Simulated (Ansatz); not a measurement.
# GdCoSi (P4/nmm): the equilibrium volume, part 1 of 2

Aim: the volume at which the pressure of GdCoSi (P4/nmm) vanishes.

Program: Ansatz 0.2.0. Level of theory: DFT PBEsol, scalar-relativistic, plane waves, PAW. These are calculated values, not measurements.

## Step 1: The starting structure

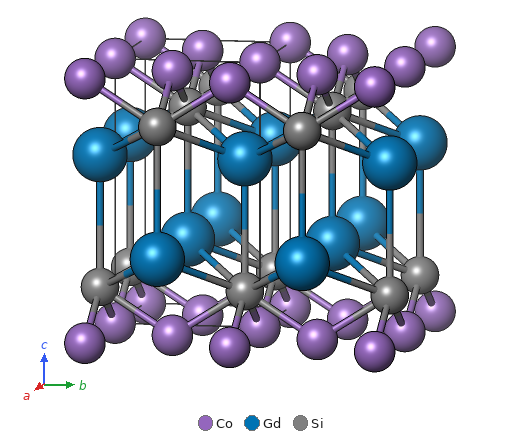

The starting structure, seen slightly off an axis (cobalt purple, gadolinium blue, silicon grey). 2×2×1 cells are drawn. Atoms on the faces are drawn again on the opposite ones.

Structure file:

```
Co Gd Si
1.0
     3.90149    0.00000    0.00000
     0.00000    3.90149    0.00000
     0.00000    0.00000    7.04484
Co Gd Si
2 2 2
Cartesian
  0.0000 0.0000 0.0000
  1.9507 1.9507 0.0000
  0.0000 1.9507 2.2909
  1.9507 0.0000 4.7539
  0.0000 1.9507 5.8140
  1.9507 0.0000 1.2309
```

Starting moments: Co 1.50; Gd 7.00 μB.

## Step 2: At the starting volume (PBEsol, 6×6×4 mesh)

The input, input.yaml:

```yaml
crystal:
  lattice:
    - [3.90149128, 0.0, 0.0]
    - [0.0, 3.90149128, 0.0]
    - [0.0, 0.0, 7.04483634]
  atoms:
    - { symbol: Co, position: [0.0, 0.0, 0.0], spin: 1.5 }
    - { symbol: Co, position: [0.5, 0.5, 0.0], spin: 1.5 }
    - { symbol: Gd, position: [0.0, 0.5, 0.32519204], spin: 7.0 }
    - { symbol: Gd, position: [0.5, 0.0, 0.67480796], spin: 7.0 }
    - { symbol: Si, position: [0.0, 0.5, 0.8252829] }
    - { symbol: Si, position: [0.5, 0.0, 0.1747171] }
basis:
  ecutwfc: 420
kpoints:
  mp_grid: { grid: [6, 6, 4] }
hamiltonian:
  xc: pbesol
scf:
  occupations: { method: gaussian, width: 0.1 }
  lower_state_search: "off"
output:
  forces: true
  stress: true
  eigenvalues: true
  populations: true
  hubbard: { sites: [{ species: Gd, l: f }] }
magnetization:
  spin_polarized: true
```

On the command line:

```console
ansatz run input.yaml --threads 8 --pin off --max-ram 14336MiB --backend cpu --events-out ev --progress --plain --runs-dir out
```

The log of the run:

```text
Warning: RAYON_NUM_THREADS=8 ignored (pool sized by the plan → 8); use --threads N
Gd: projections on atomic orbitals take those of the free atom [Kr 4d10] 4f7 5s2 5p6 5d1 6s2, of charge +0.00 (hamiltonian.pseudopotentials.projection_atoms); the dataset's partial waves leave at most 2.5e-4 of an orbital's norm unspanned inside its sphere
Engine: ansatz 0.2.0, aarch64-unknown-linux-gnu
Pseudopotentials: kind: paw
Pseudopotential: Co, paw, valence charge 17, recommended cutoff 420 eV (normal), Co.paw.azcp
Pseudopotential: Gd, paw, valence charge 18, recommended cutoff 420 eV (normal), Gd.paw.azcp
Pseudopotential: Si, paw, valence charge 4, recommended cutoff 420 eV (normal), Si.paw.azcp
Functional definition: PBEsol
  exchange = pbesol_x
  correlation = pbesol_c
Crystal: 6 atoms, lattice volume = 107.234 Å³
Basis set: ecut = 420 eV, 2127 PW (Γ), exchange–correlation on 54×54×96 points (8 copies of the dense FFT grid, shifted against one another)
Bands: 57, of which v1, the nominal top of the filled ones, is band 39 counted from 1 (38 counted from 0)
Symmetry: 16 space group operations
Space group: P4/nmm (ITA 129), of the structure as read, at distance tolerance 4.8e-5 Å
Magnetic group: BNS 129.411 (UNI 1071), of the structure as read, at distance tolerance 4.8e-5 Å
k-points: 30 of 144
Non-local potential: Co, projectors of the file, l = 0: 3, l = 1: 2, l = 2: 3, l = 3: 1
Non-local potential: Gd, projectors of the file, l = 0: 3, l = 1: 2, l = 2: 2, l = 3: 3
Non-local potential: Si, projectors of the file, l = 0: 2, l = 1: 2, l = 2: 2
PAW form: soft (Blöchl's): semilocal exchange-correlation on the pseudo side does not see the compensation charge
PAW frozen core: Co, regenerated for the run's functional, and the local potential with it (the file was generated under x = pbe(κ = 0.804, μ = 0.2195149727645171), c = pbe(β = 0.06672455060314922))
PAW frozen core: Gd, regenerated for the run's functional, and the local potential with it (the file was generated under x = pbe(κ = 0.804, μ = 0.2195149727645171), c = pbe(β = 0.06672455060314922))
PAW frozen core: Si, regenerated for the run's functional, and the local potential with it (the file was generated under x = pbe(κ = 0.804, μ = 0.2195149727645171), c = pbe(β = 0.06672455060314922))
PAW one-centre angular grid: Co, 590 points (default); XC on 64 Gauss nodes
PAW one-centre angular grid: Gd, 590 points (default); XC on 64 Gauss nodes
PAW one-centre angular grid: Si, 110 points (default); XC on 64 Gauss nodes
Initial density: superposition of atomic densities (chi_scale 0.1, normalization cell, long waves kept (reshape's long-wave potential 0.10 eV rms))
Starting moments: Σ|m| = 17 μB on 4 of 6 sites
Initial wavefunctions: pseudopotential atomic-orbital guess
Functional: x = pbesol(κ = 0.804, μ = 0.12345679012345678), c = pbesol(β = 0.046)
SCF iter   1: F=—  HF=-29886.401930 eV  |F-HF|=—  |Δ(HF+E_count)|=         —  Δρ=2.32e-1 (↑2.32e-1 ↓2.25e-1)  dr2=5.19e1  dr2_m=3.76e1  M=16.679 μB ∫|m|=16.976 μB  β_m=0.30  ethr=3.10e-3  ⟨swp⟩=6.2  Hψ=13206  notcnv=0  defer=5
preconditioner: auto → Kerker (q_TF=auto, 2.587 Å⁻¹)  [metal: Δε(μ)=0.009 eV  Ē_g=8.765 eV  σ=0.100 eV  W_gap=0.05  n_scr=36 (ndim 8)  ℏωp=27.3 eV  f_vac=0.000  D(μ)=8.40/eV (n_scr^D=108)]
spin=Collinear: Kerker preconditioning applied to the charge; magnetization (m = ρ↑ − ρ↓) channel mixes plain (no charge-response kernel on spin).
SCF iter   2: F=—  HF=-29890.197685 eV  |F-HF|=—  |Δ(HF+E_count)|=    3.80e0  Δρ=2.44e-1 (↑1.46e-1 ↓2.44e-1)  dr2=5.87e1  dr2_m=2.56e1  M=15.422 μB ∫|m|=15.521 μB  β_m=0.30  ethr=3.10e-3  ⟨swp⟩=3.5  Hψ=8865  notcnv=0  defer=286
SCF iter   3: F=—  HF=-29887.957748 eV  |F-HF|=—  |Δ(HF+E_count)|=    2.24e0  Δρ=1.25e-1 (↑9.90e-2 ↓1.25e-1)  dr2=2.44e0  dr2_m=1.22e1  M=15.718 μB ∫|m|=15.945 μB  β_m=0.30  ethr=3.10e-3  ⟨swp⟩=2.9  Hψ=7589  notcnv=0  defer=331
SCF iter   4: F=—  HF=-29888.702080 eV  |F-HF|=—  |Δ(HF+E_count)|=   7.44e-1  Δρ=8.96e-2 (↑8.96e-2 ↓7.10e-2)  dr2=9.53e-1  dr2_m=6.12e0  M=15.320 μB ∫|m|=15.587 μB  β_m=0.30  ethr=3.10e-3  ⟨swp⟩=2.8  Hψ=5866  notcnv=0  defer=306
SCF iter   5: F=—  HF=-29889.131163 eV  |F-HF|=—  |Δ(HF+E_count)|=   4.29e-1  Δρ=7.38e-2 (↑5.20e-2 ↓7.38e-2)  dr2=2.02e0  dr2_m=3.70e0  M=15.460 μB ∫|m|=15.673 μB  β_m=0.30  ethr=1.22e-3  ⟨swp⟩=2.9  Hψ=5847  notcnv=0  defer=307
SCF iter   6: F=—  HF=-29889.258937 eV  |F-HF|=—  |Δ(HF+E_count)|=   1.28e-1  Δρ=4.91e-2 (↑4.32e-2 ↓4.91e-2)  dr2=1.13e-1  dr2_m=2.08e0  M=15.382 μB ∫|m|=15.602 μB  β_m=0.30  ethr=1.22e-3  ⟨swp⟩=2.3  Hψ=4500  notcnv=0  defer=302
SCF iter   7: F=—  HF=-29889.378469 eV  |F-HF|=—  |Δ(HF+E_count)|=   1.20e-1  Δρ=3.59e-2 (↑3.59e-2 ↓3.32e-2)  dr2=1.39e-2  dr2_m=1.17e0  M=15.164 μB ∫|m|=15.395 μB  β_m=0.30  ethr=1.45e-4  ⟨swp⟩=2.1  Hψ=5430  notcnv=0  defer=302
SCF iter   8: F=—  HF=-29889.487366 eV  |F-HF|=—  |Δ(HF+E_count)|=   1.09e-1  Δρ=3.61e-2 (↑3.61e-2 ↓1.85e-2)  dr2=5.88e-1  dr2_m=7.05e-1  M=14.944 μB ∫|m|=15.184 μB  β_m=0.30  ethr=1.78e-5  ⟨swp⟩=2.0  Hψ=5797  notcnv=0  defer=302
Mixer restart at iter 8: flushing history
spin-set hold released at iteration 8 (site moments contracting): the magnetisation degrees of freedom join the quasi-Newton model from the next iteration; the mixer history was flushed
SCF iter   9: F=—  HF=-29889.536851 eV  |F-HF|=—  |Δ(HF+E_count)|=   4.95e-2  Δρ=2.82e-2 (↑1.59e-2 ↓2.82e-2)  dr2=4.74e-1  dr2_m=3.82e-1  M=15.049 μB ∫|m|=15.243 μB  β_m=0.43  ethr=1.78e-5  ⟨swp⟩=2.2  Hψ=6646  notcnv=0  defer=302
SCF iter  10: F=—  HF=-29889.668972 eV  |F-HF|=—  |Δ(HF+E_count)|=   1.32e-1  Δρ=4.00e-2 (↑4.00e-2 ↓1.24e-2)  dr2=2.59e0  dr2_m=2.54e-1  M=14.795 μB ∫|m|=15.011 μB  β_m=0.15  ethr=1.78e-5  ⟨swp⟩=3.2  Hψ=7482  notcnv=0  defer=302  recentre
SCF iter  11: F=—  HF=-29889.540561 eV  |F-HF|=—  |Δ(HF+E_count)|=   1.28e-1  Δρ=1.56e-2 (↑1.56e-2 ↓1.48e-2)  dr2=1.13e-2  dr2_m=2.26e-1  M=14.870 μB ∫|m|=15.068 μB  β_m=0.33  ethr=1.78e-5  ⟨swp⟩=2.7  Hψ=6821  notcnv=0  defer=314
SCF iter  12: F=—  HF=-29889.579451 eV  |F-HF|=—  |Δ(HF+E_count)|=   3.89e-2  Δρ=6.51e-3 (↑4.08e-3 ↓6.51e-3)  dr2=6.08e-3  dr2_m=2.70e-2  M=14.688 μB ∫|m|=14.871 μB  β_m=0.63  ethr=1.44e-5  ⟨swp⟩=2.0  Hψ=6335  notcnv=0  defer=314
SCF iter  13: F=—  HF=-29889.587362 eV  |F-HF|=—  |Δ(HF+E_count)|=   7.91e-3  Δρ=4.19e-3 (↑4.19e-3 ↓2.27e-3)  dr2=7.83e-3  dr2_m=8.65e-3  M=14.653 μB ∫|m|=14.886 μB  β_m=0.67  ethr=7.80e-6  ⟨swp⟩=2.0  Hψ=5365  notcnv=0  defer=314
SCF iter  14: F=—  HF=-29889.588038 eV  |F-HF|=—  |Δ(HF+E_count)|=   6.76e-4  Δρ=2.63e-3 (↑1.30e-3 ↓2.63e-3)  dr2=1.32e-2  dr2_m=7.33e-4  M=14.603 μB ∫|m|=14.982 μB  β_m=0.64  ethr=7.80e-6  ⟨swp⟩=2.0  Hψ=5268  notcnv=0  defer=314
SCF iter  15: F=—  HF=-29889.587801 eV  |F-HF|=—  |Δ(HF+E_count)|=   2.37e-4  Δρ=8.30e-4 (↑8.30e-4 ↓3.69e-4)  dr2=1.54e-3  dr2_m=7.13e-5  M=14.621 μB ∫|m|=14.952 μB  β_m=0.82  ethr=7.80e-6  ⟨swp⟩=1.4  Hψ=3601  notcnv=0  defer=310
SCF iter  16: F=—  HF=-29889.587782 eV  |F-HF|=—  |Δ(HF+E_count)|=   1.91e-5  Δρ=3.77e-4 (↑3.77e-4 ↓1.24e-4)  dr2=3.13e-4  dr2_m=2.14e-5  M=14.624 μB ∫|m|=14.960 μB  β_m=0.65  ethr=1.97e-6  ⟨swp⟩=1.1  Hψ=3159  notcnv=0  defer=308
SCF iter  17: F=—  HF=-29889.587773 eV  |F-HF|=—  |Δ(HF+E_count)|=   9.03e-6  Δρ=1.34e-4 (↑1.34e-4 ↓3.66e-5)  dr2=2.85e-5  dr2_m=6.33e-6  M=14.625 μB ∫|m|=14.964 μB  β_m=0.69  ethr=4.01e-7  ⟨swp⟩=1.2  Hψ=3165  notcnv=0  defer=308
SCF iter  18: F=—  HF=-29889.587761 eV  |F-HF|=—  |Δ(HF+E_count)|=   1.22e-5  Δρ=7.04e-5 (↑7.04e-5 ↓2.93e-5)  dr2=1.29e-5  dr2_m=4.88e-7  M=14.625 μB ∫|m|=14.968 μB  β_m=0.66  ethr=3.66e-8  ⟨swp⟩=1.8  Hψ=3436  notcnv=0  defer=308
SCF iter  19: F=—  HF=-29889.587760 eV  |F-HF|=—  |Δ(HF+E_count)|=   2.08e-7  Δρ=8.42e-6 (↑8.02e-6 ↓8.42e-6)  dr2=2.49e-7  dr2_m=1.01e-8  M=14.626 μB ∫|m|=14.970 μB  β_m=0.83  ethr=1.66e-8  ⟨swp⟩=1.5  Hψ=3392  notcnv=0  defer=308
SCF iter  20: F=-29889.587760 eV  HF=-29889.587760 eV  |F-HF|=5.26e-9  |Δ(HF+E_count)|=   7.64e-9  Δρ=1.85e-6 (↑1.85e-6 ↓1.33e-6)  dr2=1.11e-8  dr2_m=1.25e-9  M=14.626 μB ∫|m|=14.970 μB  ethr=1.28e-10  ⟨swp⟩=11.9  Hψ=15228  notcnv=0
SCF 1 converged in 20 iterations: F = -29889.587760 eV  dr2 = 1.11e-8
SCF converged after 20 iterations
Magnetization: 14.6261 μB (46.3131 up, 31.6869 down)
Absolute magnetization: 14.9711 μB (∫|ρ↑−ρ↓|, with the PAW one-centre terms)
Spin contamination: 0.1009 ħ² per cell (⟨S²⟩ above its minimum at these occupations)
Per-site moments (μB) at R_I (Å): [(-0.06606932727425828, 0.9514729491846896), (-0.06606932727425817, 0.9514729491846896), (7.050677259018868, 1.219115003013866), (7.050677259018869, 1.219115003013866), (-0.011944161393107717, 0.9514729491846896), (-0.011944161393106965, 0.9514729491846898)]
Free energy (F): -29889.587760 eV
Harris-Foulkes:  -29889.587760 eV  (|F-HF|=5.26e-9)
Internal energy: -29889.563507 eV  (E = F + TS)
E sigma→0 (E₀):  -29889.575634 eV
Entropy (-TS):   -0.024253 eV (-4.042 meV/atom)
Fermi energy:    13.849679 eV
--- Per-component energies (eV) ---
  E_band       = -572.467333
  E_kinetic    = 1808.363453
  E_local      = -12725.340778  (includes V_loc(G=0)·N_el)
  E_nonlocal   = 1543.682865
  E_hartree    = 5503.759124
  E_xc         = -893.969234
  E_vxc        = -1015.139892  (∫ρ·V_xc dr)
  E_paw        = -16656.601046  (= ΣΔE_a)
  E_vpaw       = -1191.556497  (= ΣTr[D̂ρ^β])
  E_aug_tail   = 0.000126  (compensation charges beyond the density's cutoff)
  E_ewald      = -8471.220319
  E_core_change = 1.762301  (= ΣΔE_core)
  E_smearing   = -0.024253  (= −TS)
  E_closure    = 0.000000  (closes the sum)
  Σ components = -29889.587760   (vs F -29889.587760, Δ=0.00e0)
--- Forces (eV/Å), atoms counted from 1 ---
  atom   1  Co     0.00000000     0.00000000     0.00000000
  atom   2  Co     0.00000000     0.00000000    -0.00000000
  atom   3  Gd     0.00000000     0.00000000    -0.36630139
  atom   4  Gd     0.00000000     0.00000000     0.36630139
  atom   5  Si     0.00000000     0.00000000    -0.13836967
  atom   6  Si     0.00000000     0.00000000     0.13836967
  max |Σ_I F_I| component: 0.00e0 eV/Å
--- Stress (GPa, compression-positive) ---
       -4.203228       0.000000       0.000000
        0.000000      -4.203228       0.000000
        0.000000       0.000000      -4.122388
  P = ⅓ Tr σ = -4.1763 GPa (-41.763 kbar)
--- Band table (eV; the first three rows and the last of 60) ---
  k-point 0 ↑: bands = ["-80.6811", "-80.6715", "-44.1932", "-44.1932", "-44.1384", "-44.1384", "-44.0069", "-43.9953", "-30.8488", "-30.8172", "-8.4421", "-8.2787", "-8.2787", "-8.1984", "-8.1555", "-8.1555", "3.7270", "5.9464", "8.9343", "9.5276", "9.5505", "9.5519", "9.5519", "9.5638", "9.5639", "9.5639", "9.6032", "9.6032", "9.6085", "9.6147", "9.6147", "9.6173", "9.6271", "10.0811", "10.7353", "10.7353", "11.0052", "11.4847", "11.9204", "11.9204", "12.6085", "13.0915", "13.1057", "13.1057", "13.6369", "13.6761", "13.9573", "14.1220", "15.5431", "16.5668", "16.5668", "16.5970", "16.8918", "16.8918", "17.3279", "18.6715", "19.0867"]
  k-point 1 ↑: bands = ["-80.6811", "-80.6715", "-44.1932", "-44.1932", "-44.1384", "-44.1384", "-44.0069", "-43.9953", "-30.8485", "-30.8175", "-8.4326", "-8.2787", "-8.2787", "-8.2093", "-8.1554", "-8.1554", "3.8326", "5.8054", "8.9889", "9.5085", "9.5352", "9.5504", "9.5504", "9.5579", "9.5579", "9.5583", "9.5940", "9.5983", "9.6104", "9.6104", "9.6170", "9.6170", "9.6175", "9.9039", "10.7329", "10.7329", "11.0098", "11.6351", "11.9085", "11.9085", "12.7890", "13.0511", "13.1458", "13.1458", "13.2373", "13.5511", "13.6761", "14.7637", "16.1240", "16.2461", "16.2461", "16.5089", "17.1286", "17.1286", "17.4287", "18.9696", "19.1986"]
  k-point 2 ↑: bands = ["-80.6810", "-80.6715", "-44.1932", "-44.1932", "-44.1384", "-44.1384", "-44.0069", "-43.9953", "-30.8483", "-30.8177", "-8.4221", "-8.2788", "-8.2788", "-8.2213", "-8.1554", "-8.1554", "3.9563", "5.6415", "9.2502", "9.2639", "9.5494", "9.5498", "9.5498", "9.5525", "9.5525", "9.5699", "9.5732", "9.6025", "9.6042", "9.6158", "9.6158", "9.6196", "9.6196", "9.6998", "10.7305", "10.7305", "11.0143", "11.8715", "11.8966", "11.8966", "12.6800", "12.8866", "13.1206", "13.1884", "13.1884", "13.6183", "13.6761", "15.0428", "16.0265", "16.0265", "16.4366", "16.6735", "17.3047", "17.3047", "17.5137", "19.5717", "19.7891"]
  k-point 29 ↓: bands = ["-80.7534", "-80.7534", "-44.2687", "-44.2687", "-44.2026", "-44.2026", "-44.0891", "-44.0891", "-27.7151", "-27.7151", "-6.2610", "-6.2610", "-6.0491", "-6.0491", "-5.9801", "-5.9801", "6.2212", "6.2212", "8.8734", "8.8734", "11.1239", "11.1239", "11.6006", "11.6006", "11.8300", "11.8300", "12.0864", "12.0864", "12.7522", "12.7522", "12.8591", "12.8591", "14.0990", "14.0990", "14.6469", "14.6469", "14.6909", "14.6909", "14.7576", "14.7576", "14.7618", "14.7618", "14.8069", "14.8069", "14.8296", "14.8296", "14.8561", "14.8561", "15.1037", "15.1037", "19.4598", "19.4598", "20.0103", "20.0103", "20.0821", "20.0821", "20.1107"]
--- Löwdin populations: 6 sites ---
  site symbol       q [e]    m [muB]
     0     Co     16.5388    -0.0667
     1     Co     16.5388    -0.0667
     2     Gd     17.8831     7.3650
     3     Gd     17.8831     7.3650
     4     Si      4.3034    -0.0057
     5     Si      4.3034    -0.0057
  spilling = 0.007044 (of n_electrons = 78.000000)
--- Occupation matrices: 2 shells (Löwdin-built; ε = 2.00e-2, provisional) ---
  Gd2 f_4F: site group C4v (4mm)
  Gd2 f_4F up     Tr n = 6.9916  λ = 0.998 0.998 0.999 0.999 0.999 0.999 0.999  [7× z3 0.14 E(0.57)]
  Gd2 f_4F dn     Tr n = 0.1093  λ = 0.008 0.010 0.010 0.015 0.018 0.024 0.024  [7× z3 0.14 E(0.57)]
  Gd3 f_4F: site group C4v (4mm)
  Gd3 f_4F up     Tr n = 6.9916  λ = 0.998 0.998 0.999 0.999 0.999 0.999 0.999  [7× z3 0.14 E(0.57)]
  Gd3 f_4F dn     Tr n = 0.1093  λ = 0.008 0.010 0.010 0.015 0.018 0.024 0.024  [7× z3 0.14 E(0.57)]
  Tr n, λ and their labels are of the run-group-symmetrised matrices; stabiliser: 16 of 32 elements of G0×{1,Θ} (closed), max defect 2.7e-15 at τ = 4.2e-3
```

It took 7.5 s on 8 threads of Arm Neoverse V2, shared host; peak memory 0.81 GiB.

Read off: volume 17.872 Å³/atom, pressure -4.18 GPa, metallic, spin moments in the atoms' spheres Co -0.07; Gd 7.05 μB.

(Continued in part 2 of 2.)
